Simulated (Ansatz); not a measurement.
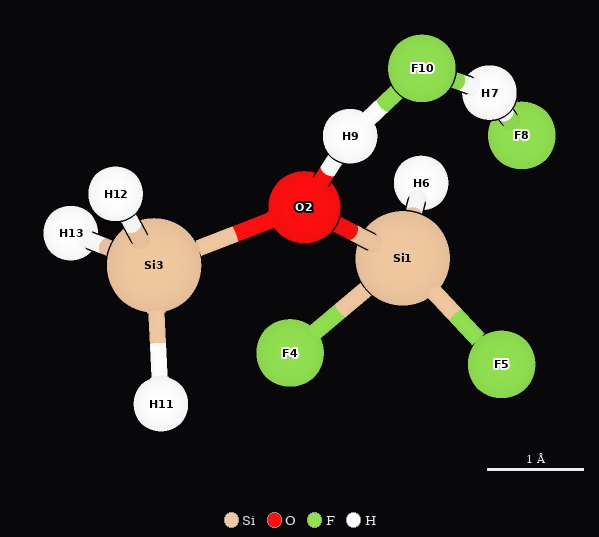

The structure (ball-and-stick view, seen at a tilt; atoms are numbered from 1 in the order of the input). Bond lengths as drawn: F–H 1.11 to 1.17 Å, F–Si 1.58 to 1.63 Å, H–O 1.17 Å, H–Si 1.46 to 1.48 Å and O–Si 1.71 to 1.73 Å.

**Two runs on Si₂H₆OF₄**

System: Si₂H₆OF₄.
Method of run A: RHF/STO-3G (Ansatz 0.2.0).

The geometry comes from this level: PBE0-D4/def2-TZVP. Text and figures count atoms from 1; the logs count them from 0 in places.

### Input, run A
```yaml
crystal:
  periodic: [false, false, false]
  atoms:
    - {symbol: Si, position_ang: [-0.944343, 0.400963, 0.939671]}
    - {symbol: O, position_ang: [0.220249, -0.168765, -0.201757]}
    - {symbol: Si, position_ang: [0.070886, 0.002933, -1.894963]}
    - {symbol: F, position_ang: [-1.916142, 0.893471, -0.274045]}
    - {symbol: F, position_ang: [-0.578690, 1.822811, 1.531654]}
    - {symbol: H, position_ang: [-1.884862, -0.500126, 1.601698]}
    - {symbol: H, position_ang: [1.251544, -0.663674, 1.805612]}
    - {symbol: F, position_ang: [0.289962, -0.315830, 2.243763]}
    - {symbol: H, position_ang: [1.218256, -0.591708, 0.242628]}
    - {symbol: F, position_ang: [2.037976, -0.945015, 0.989291]}
    - {symbol: H, position_ang: [-0.001048, 1.433466, -2.243708]}
    - {symbol: H, position_ang: [1.333075, -0.599994, -2.381083]}
    - {symbol: H, position_ang: [-1.096762, -0.768631, -2.358762]}
basis:
  gaussian: {orbitals: STO-3G}
hamiltonian: {xc: hf}
```

Launched with:
```bash
ansatz run in.yaml --threads 4 --pin off --events-out ev --progress --plain --max-ram 46080MiB --backend cpu
```

Hardware: 4 CPU threads, shared host.

### Output (run A)
```
Functional definition: HF
  exchange = exact_x
  correlation = 0
643 factors; integrals over basis functions are off by at most 4.3e-5 eV
mean field evaluation 1: about -28315.8070 eV, gradient 3.0e1 eV
mean field evaluation 2: about -28316.0051 eV, gradient 3.0e1 eV
mean field evaluation 4: about -28319.7086 eV, gradient 1.3e0 eV
mean field evaluation 8: about -28319.7172 eV, gradient 4.2e-5 eV
mean field -28319.71718926 eV, -1040.7304109116 hartree, gradient 5.5e-6 eV, S^2 0.000000; 0 other end points of the search recorded, 0 dependent functions left out
reference -28319.71718926 eV, -1040.7304109116 hartree; 39, 39 occupied and 10, 10 virtual orbitals, 643 factors
Total energy: -28319.71718926 eV, -1040.7304109116 hartree
```

The input of run B differs as follows (lines with − go, lines with + come):
```diff
-    - {symbol: Si, position_ang: [-0.944343, 0.400963, 0.939671]}
-    - {symbol: O, position_ang: [0.220249, -0.168765, -0.201757]}
-    - {symbol: Si, position_ang: [0.070886, 0.002933, -1.894963]}
-    - {symbol: F, position_ang: [-1.916142, 0.893471, -0.274045]}
-    - {symbol: F, position_ang: [-0.578690, 1.822811, 1.531654]}
-    - {symbol: H, position_ang: [-1.884862, -0.500126, 1.601698]}
-    - {symbol: H, position_ang: [1.251544, -0.663674, 1.805612]}
-    - {symbol: F, position_ang: [0.289962, -0.315830, 2.243763]}
-    - {symbol: H, position_ang: [1.218256, -0.591708, 0.242628]}
-    - {symbol: F, position_ang: [2.037976, -0.945015, 0.989291]}
-    - {symbol: H, position_ang: [-0.001048, 1.433466, -2.243708]}
-    - {symbol: H, position_ang: [1.333075, -0.599994, -2.381083]}
-    - {symbol: H, position_ang: [-1.096762, -0.768631, -2.358762]}
+    - {symbol: Si, position_ang: [-0.949012, 0.384023, 1.030319]}
+    - {symbol: O, position_ang: [0.244404, -0.210064, -0.203238]}
+    - {symbol: Si, position_ang: [0.027458, 0.032353, -1.901176]}
+    - {symbol: F, position_ang: [-1.805257, 0.783212, -0.339242]}
+    - {symbol: F, position_ang: [-0.643760, 1.883375, 1.461849]}
+    - {symbol: H, position_ang: [-2.054890, -0.385330, 1.613940]}
+    - {symbol: H, position_ang: [1.571033, -0.781412, 1.839064]}
+    - {symbol: F, position_ang: [0.143431, -0.267296, 2.163438]}
+    - {symbol: H, position_ang: [1.104195, -0.575566, 0.126856]}
+    - {symbol: F, position_ang: [2.229195, -1.031184, 1.191905]}
+    - {symbol: H, position_ang: [-0.048532, 1.470489, -2.201445]}
+    - {symbol: H, position_ang: [1.298044, -0.537082, -2.412141]}
+    - {symbol: H, position_ang: [-1.116211, -0.765621, -2.370130]}
```

What does this change do to the results?

With the same method and basis, run B lies 6.1 kcal/mol higher.

### Output (run B)
```
Functional definition: HF
  exchange = exact_x
  correlation = 0
647 factors; integrals over basis functions are off by at most 3.7e-5 eV
mean field evaluation 1: about -28315.2342 eV, gradient 3.0e1 eV
mean field evaluation 2: about -28315.4311 eV, gradient 3.1e1 eV
mean field evaluation 4: about -28319.4371 eV, gradient 1.7e0 eV
mean field evaluation 8: about -28319.4524 eV, gradient 4.4e-5 eV
mean field -28319.45239883 eV, -1040.7206800429 hartree, gradient 1.4e-5 eV, S^2 0.000000; 0 other end points of the search recorded, 0 dependent functions left out
reference -28319.45239883 eV, -1040.7206800429 hartree; 39, 39 occupied and 10, 10 virtual orbitals, 647 factors
Total energy: -28319.45239883 eV, -1040.7206800429 hartree
```

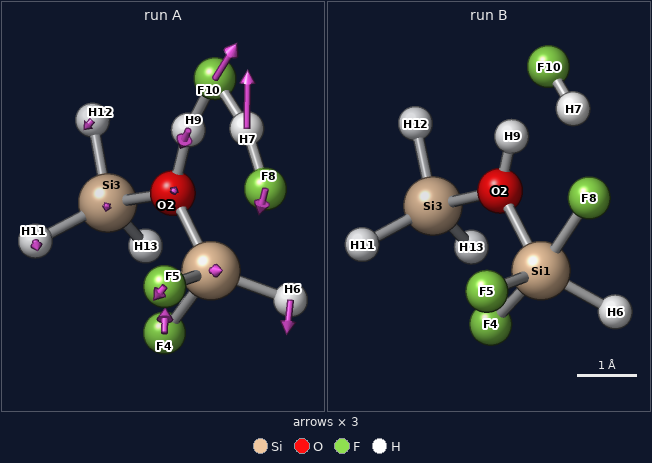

The two input geometries at one scale (ball-and-stick view, seen at a tilt). The pink arrows on the first give the shifts of the atoms after the best rigid fit, magnified 3 times. The largest move after the best rigid fit is that of H7, 0.34 Å. Largest moves by element: H 0.34 Å, F 0.29 Å, Si 0.09 Å, O 0.05 Å. Among the contacts that change: H9–F10 1.164 → 1.615 Å, H7–F8 1.112 → 1.552 Å, Si1–F8 1.933 → 1.703 Å, H7–F10 1.168 → 0.956 Å.

### The two runs side by side

```csv
quantity,run A,run B
outcome,converged,converged
total energy (hartree),−1040.730411,−1040.720680
basis functions,49,49
```
